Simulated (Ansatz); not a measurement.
**TaN, response to strain**

The reference is TaN (space group P6/mmm, No. 191; a = 5.202 Å, c = 2.906 Å).

Strains are applied to the cell and any free atomic positions relax.

All numbers come from PBEsol/PAW in Ansatz (a quantum-chemistry and plane-wave program), without spin-orbit coupling.

Notes on the quantities. pressure: mean of the normal stresses, compression positive.

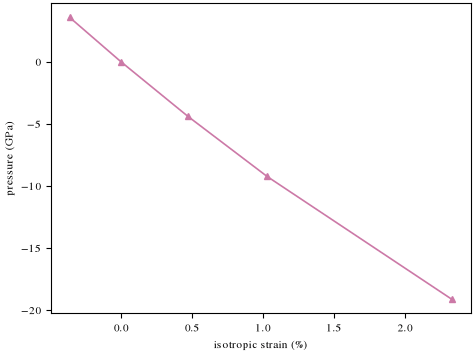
Figure: Pressure against isotropic strain

Problem. From the plot, what is the pressure for isotropic strain +1.03 %?

Solution. About -9 GPa.

Problem. Is the trend monotonic over the range shown?

Solution. Yes, it falls throughout, spanning -19.1 GPa to 3.6 GPa.

Whether these cells are dynamically stable was not tested. The final runs are not spin-polarised. This is not the structure that TaN has at room temperature and ambient pressure.
